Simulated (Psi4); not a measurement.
**CH7BNP (SMILES CB(N)P), step by step**

We compute a structure relaxation (singlet CH7BNP, PBE/def2-SVPD), then the energy (doublet CH7BNP+, UPBE/def2-SVPD), then a structure relaxation (doublet CH7BNP+, UPBE/def2-SVPD), then a single-point energy (doublet CH7BNP−, UPBE/def2-SVPD), then a structure relaxation (doublet CH7BNP−, UPBE/def2-SVPD) of CH7BNP. 

Program for the calculation: Psi4 1.11.

**1. The molecule**

The species is CH7BNP (11 atoms), meant as a singlet with charge 0. As SMILES, `CB(N)P`. Geometry: relaxed at PBE0-D4/def2-TZVP. This is one conformer, not always the lowest. The run starts from this shape.

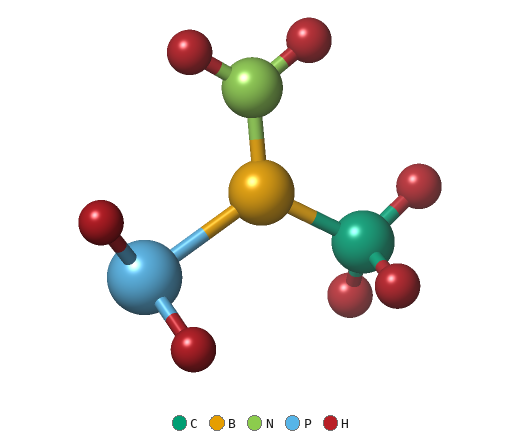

Viewed from a chosen angle; carbon teal, boron amber, nitrogen green, phosphorus blue, hydrogen red.

**2. A geometry optimisation at PBE/def2-SVPD (density fitting) (run 1)**

job.dat reads:

```
memory 1600 MB

molecule geom {
  0 1
  C
  B 1 R2
  N 2 R3 1 A3
  P 2 R4 3 A4 1 D4
  H 1 R5 2 A5 3 D5
  H 1 R6 5 A6 2 D6
  H 1 R7 6 A7 5 D7
  H 3 R8 2 A8 1 D8
  H 3 R9 8 A9 2 D9
  H 4 R10 2 A10 3 D10
  H 4 R11 10 A11 2 D11

  R2 = 1.572982
  R3 = 1.393799
  A3 = 120.80523
  R4 = 1.936506
  A4 = 119.47658
  D4 = -175.23376
  R5 = 1.094147
  A5 = 111.59565
  D5 = -128.56493
  R6 = 1.094026
  A6 = 107.924
  D6 = -125.05523
  R7 = 1.095216
  A7 = 107.6242
  D7 = 113.93128
  R8 = 1.005326
  A8 = 124.12964
  D8 = -178.9115
  R9 = 1.006875
  A9 = 113.57995
  D9 = -179.99654
  R10 = 1.419527
  A10 = 98.89156
  D10 = -37.79836
  R11 = 1.417447
  A11 = 94.95685
  D11 = 98.00324
  symmetry c1
}

set {
  basis def2-SVPD
}

E, wfn = optimize("pbe", return_wfn=True)
print_variables()
```

On the command line:

```sh
$ psi4 -i job.dat -o job.out -n 1
```

job.out:

```text
[...]
  Running in c1 symmetry.
[...]
  Nuclear repulsion =  147.819862237415549
[...]
  Multiplicity = 1
[...]
  Nalpha       = 20
  Nbeta        = 20
[...]
    Number of basis functions: 140
[...]
   @DF-RKS iter   1:  -462.20064073083631    5.59762e-02   7.79339e-03 DIIS/ADIIS
[...]
   @DF-RKS iter   6:  -462.81388550246868   -7.67386e-12   9.18483e-09 DIIS
[...]
  @DF-RKS Final Energy:  -462.81388550246868
   => Energetics <=
    Nuclear Repulsion Energy =            146.4391643913632493
    One-Electron Energy =                -925.8093735797799582
    Two-Electron Energy =                 358.3967624736153539
    DFT Exchange-Correlation Energy =     -41.8404387876672814
    Empirical Dispersion Energy =           0.0000000000000000
    VV10 Nonlocal Energy =                  0.0000000000000000
    Total Energy =                       -462.8138855024686791
[...]
 Multipole Moments:
 ------------------------------------------------------------------------------------
     Multipole            Electronic (a.u.)      Nuclear  (a.u.)        Total (a.u.)
 ------------------------------------------------------------------------------------
 L = 1.  Multiply by 2.5417464519 to convert [e a0] to [Debye]
 Dipole X            :          1.6002608           -1.8312854           -0.2310247
 Dipole Y            :          2.5558292           -3.4057685           -0.8499393
 Dipole Z            :          3.6459492           -3.5954473            0.0505019
 Magnitude           :                                                    0.8822243
[...]
  -Total Gradient:
     Atom            X                  Y                   Z
    ------   -----------------  -----------------  -----------------
       1        0.000073063248     0.000014492204     0.000066852537
       2       -0.000082299166    -0.000018598133    -0.000003507881
       3       -0.000006165111     0.000019519583    -0.000026494266
       4        0.000083182701     0.000025761932    -0.000003977578
       5       -0.000022986456     0.000006205320    -0.000037367093
       6        0.000002445203     0.000005230989    -0.000020171471
       7       -0.000009080893    -0.000017547236     0.000002371762
       8       -0.000013330933    -0.000015611864    -0.000019320493
       9        0.000013877651    -0.000003234043     0.000005040434
      10       -0.000014185377    -0.000004982635    -0.000002695228
      11       -0.000016349613    -0.000014319907    -0.000010074586
[...]
    Final optimized geometry and variables:
    Molecular point group: c1
    Full point group: C1
    Geometry (in Angstrom), charge = 0, multiplicity = 1:
    C
    B             1          R2
    N             2          R3      1          A3
    P             2          R4      3          A4      1          D4
    H             1          R5      2          A5      3          D5
    H             1          R6      5          A6      2          D6
    H             1          R7      6          A7      5          D7
    H             3          R8      2          A8      1          D8
    H             3          R9      8          A9      2          D9
    H             4         R10      2         A10      3         D10
    H             4         R11     10         A11      2         D11
[...]
```

Standard output:

```text
Optimizer: Optimization complete!
```

Run time: 48 s. Hardware: 1 thread of Intel Xeon 6975P-C (Granite Rapids), shared host; peak memory 1.2 GiB.

The path in brief:

```
step  energy from the first frame kept (eV)  largest force (eV/Å)
   0                                 0.0000                0.5905
   1                                -0.0332                0.0552
   2                                -0.0334                0.0160
   3                                -0.0334                0.0059
   4                                -0.0335                0.0051
```

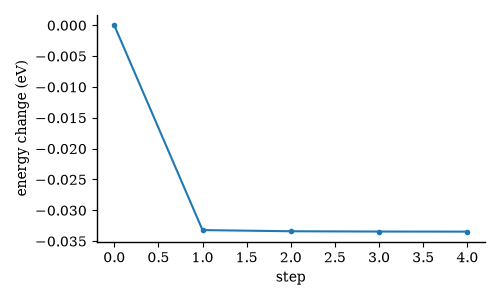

Energy along the run.

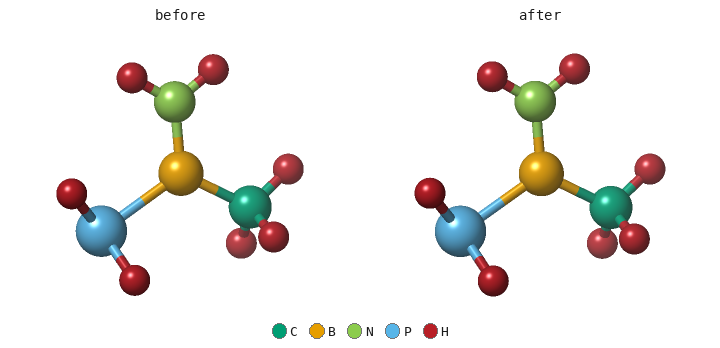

Before and after, at one scale.

After the run. Bond lengths: C1–B2 1.583 Å, B2–N3 1.407 Å, B2–P4 1.952 Å, C1–H5 1.109 Å, C1–H6 1.109 Å, C1–H7 1.110 Å, N3–H8 1.018 Å, N3–H9 1.020 Å, P4–H10 1.439 Å, P4–H11 1.437 Å. Some angles: C1–B2–N3 120.6°, C1–B2–P4 119.8°, N3–B2–P4 119.4°, B2–C1–H5 111.8°, B2–C1–H6 113.2°, B2–C1–H7 110.4°, B2–N3–H8 124.4°, B2–N3–H9 122.3°, B2–P4–H10 98.8°, B2–P4–H11 97.0°.

**3. The doublet cation: the energy at UPBE/def2-SVPD (density fitting) (run 2)**

job.dat reads:

```
memory 1.6 GB

molecule {
  1 2
  C     -2.07199966     1.77751041    -0.24795285
  B      0.01238527    -0.31885538     0.20825160
  N      0.81508990    -0.91483342     2.67184786
  P      1.26277925    -2.31075333    -2.63336737
  H     -3.65055403     1.06226986    -1.42694542
  H     -2.88937802     2.53046800     1.52898308
  H     -1.26230304     3.39772190    -1.30604642
  H      2.16637258    -2.21899011     3.08857972
  H      0.07895654    -0.05459230     4.23173930
  H      3.81721654    -2.69471733    -1.78070971
  H      1.89060107    -0.22335051    -4.25295903
  units bohr
  symmetry c1
}

set basis def2-SVPD
set reference uks

energy("pbe")
print_variables()
```

On the command line:

```sh
$ psi4 -i job.dat -o job.out -n 1
```

job.out:

```text
[...]
  Running in c1 symmetry.
[...]
  Nuclear repulsion =  146.439146154939039
[...]
  Multiplicity = 2
[...]
  Nalpha       = 20
  Nbeta        = 19
[...]
    Number of basis functions: 140
[...]
   @DF-UKS iter   1:  -461.91951977302017    2.83180e-01   7.46190e-03 DIIS/ADIIS
[...]
   @DF-UKS iter  13:  -462.48702818070052   -2.00201e-08   6.36934e-07 DIIS
[...]
   @S^2 Observed:                7.542925619E-01
[...]
    Orbital Energies [Eh]
    ---------------------
    Alpha Occupied:
       1A    -76.564240     2A    -14.223760     3A    -10.057960
       4A     -6.743219     5A     -6.573009     6A     -4.797966
       7A     -4.793145     8A     -4.791379     9A     -0.999262
      10A     -0.829428    11A     -0.793088    12A     -0.670908
      13A     -0.665031    14A     -0.581846    15A     -0.559041
      16A     -0.534674    17A     -0.509610    18A     -0.500768
      19A     -0.477911    20A     -0.472362
    Alpha Virtual:
      21A     -0.246187    22A     -0.222981    23A     -0.201225
      24A     -0.168467    25A     -0.140127    26A     -0.122014
[...]
  @DF-UKS Final Energy:  -462.48702818070052
   => Energetics <=
    Nuclear Repulsion Energy =            146.4391461549390385
    One-Electron Energy =                -916.6020653716470861
    Two-Electron Energy =                 349.2249606288845598
    DFT Exchange-Correlation Energy =     -41.5490695928770393
    Empirical Dispersion Energy =           0.0000000000000000
    VV10 Nonlocal Energy =                  0.0000000000000000
    Total Energy =                       -462.4870281807005199
[...]
 Multipole Moments:
 ------------------------------------------------------------------------------------
     Multipole            Electronic (a.u.)      Nuclear  (a.u.)        Total (a.u.)
 ------------------------------------------------------------------------------------
 L = 1.  Multiply by 2.5417464519 to convert [e a0] to [Debye]
 Dipole X            :          1.9409455           -1.4049554            0.5359900
 Dipole Y            :         -4.6311722            4.3192687           -0.3119035
 Dipole Z            :         -2.4981420            2.6926073            0.1944653
 Magnitude           :                                                    0.6499122
[...]
```

Run time: 27 s. Hardware: 1 thread of Intel Xeon 6975P-C (Granite Rapids), shared host; peak memory 1.1 GiB.

**4. The doublet cation: a structure relaxation at UPBE/def2-SVPD (density fitting) (run 3)**

ch7bnp.dat reads:

```
memory 1600 MB

molecule {
  1 2
  C     -1.096455     0.940618    -0.131211
  B      0.006554    -0.168731     0.110202
  N      0.431327    -0.484109     1.413881
  P      0.668234    -1.222798    -1.393518
  H     -1.931790     0.562129    -0.755107
  H     -1.528993     1.339066     0.809103
  H     -0.667982     1.797997    -0.691130
  H      1.146395    -1.174239     1.634406
  H      0.041782    -0.028889     2.239340
  H      2.019984    -1.425983    -0.942311
  H      1.000463    -0.118192    -2.250569
  symmetry c1
}

set {
  reference uks
  geom_maxiter 50
}

energy_value = opt('pbe/def2-SVPD')
print_variables()
```

On the command line:

```sh
$ psi4 -n 1 ch7bnp.dat ch7bnp.out
```

ch7bnp.out (excerpt; [...] marks lines left out):

```text
[...]
  Running in c1 symmetry.
[...]
  Nuclear repulsion =  146.439146108876827
[...]
  Multiplicity = 2
[...]
  Nalpha       = 20
  Nbeta        = 19
[...]
    Number of basis functions: 140
[...]
   @DF-UKS iter   1:  -461.91951980224667    2.83180e-01   7.46190e-03 ADIIS/DIIS
[...]
   @DF-UKS iter   8:  -462.50935172998783   -2.44427e-12   3.90453e-09 DIIS
[...]
   @S^2 Observed:                7.548541310E-01
[...]
  @DF-UKS Final Energy:  -462.50935172998783
   => Energetics <=
    Nuclear Repulsion Energy =            146.6033755945849464
    One-Electron Energy =                -916.9654070246265292
    Two-Electron Energy =                 349.4161460129739680
    DFT Exchange-Correlation Energy =     -41.5634663129201627
    Empirical Dispersion Energy =           0.0000000000000000
    VV10 Nonlocal Energy =                  0.0000000000000000
    Total Energy =                       -462.5093517299878272
[...]
 Multipole Moments:
[...]
  -Total Gradient:
     Atom            X                  Y                   Z
    ------   -----------------  -----------------  -----------------
       1       -0.000006792111    -0.000025857896    -0.000061424557
       2        0.000011316227     0.000012751935     0.000085622173
       3        0.000003723253    -0.000000882739    -0.000009654314
       4       -0.000024509501    -0.000034290736     0.000003392625
       5        0.000002302359     0.000006248912    -0.000003764699
       6       -0.000004621224     0.000013327801    -0.000005092571
       7        0.000001659520     0.000006077543    -0.000002819549
       8       -0.000010603984     0.000009265024     0.000002367111
       9       -0.000008068902     0.000009530251     0.000002929133
      10        0.000007845347     0.000006082408    -0.000018722688
      11       -0.000002929340     0.000022453737     0.000011387279
[...]
```

Standard output:

```text
Optimizer: Optimization complete!
```

Run time: 2.6 min. Hardware: 1 thread of Intel Xeon 6975P-C (Granite Rapids), shared host; peak memory 1.3 GiB.

The path in brief:

```
step  energy from the first frame kept (eV)  largest force (eV/Å)
   0                                 0.0000                2.1921
   1                                -0.4309                1.1131
   2                                -0.5723                0.3513
   3                                -0.5951                0.1703
   4                                -0.6030                0.1303
   5                                -0.6059                0.0660
   6                                -0.6070                0.0404
   7                                -0.6074                0.0268
   8                                -0.6074                0.0136
   9                                -0.6075                0.0045
```

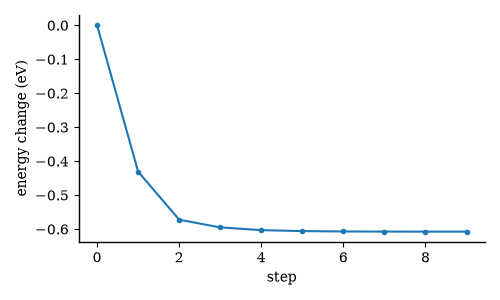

Energy along the run.

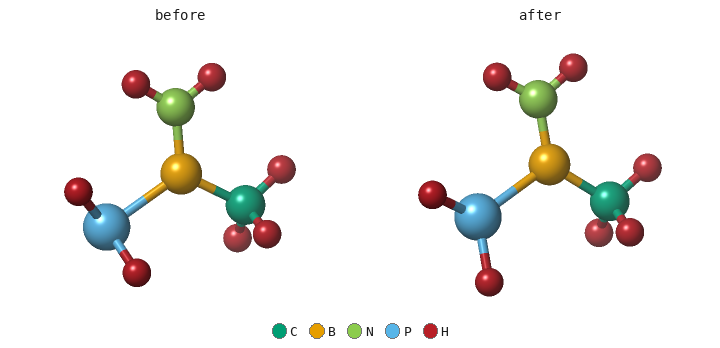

Before and after, at one scale.

After the run. Bond lengths: C1–B2 1.558 Å, B2–N3 1.392 Å, B2–P4 1.969 Å, C1–H5 1.111 Å, C1–H6 1.108 Å, C1–H7 1.109 Å, N3–H8 1.021 Å, N3–H9 1.025 Å, P4–H10 1.427 Å, P4–H11 1.423 Å. Some angles: C1–B2–N3 129.5°, C1–B2–P4 116.1°, N3–B2–P4 114.4°, B2–C1–H5 111.6°, B2–C1–H6 110.8°, B2–C1–H7 112.8°, B2–N3–H8 127.1°, B2–N3–H9 120.5°, B2–P4–H10 123.0°, B2–P4–H11 118.6°.

[end of part 1 of 2]
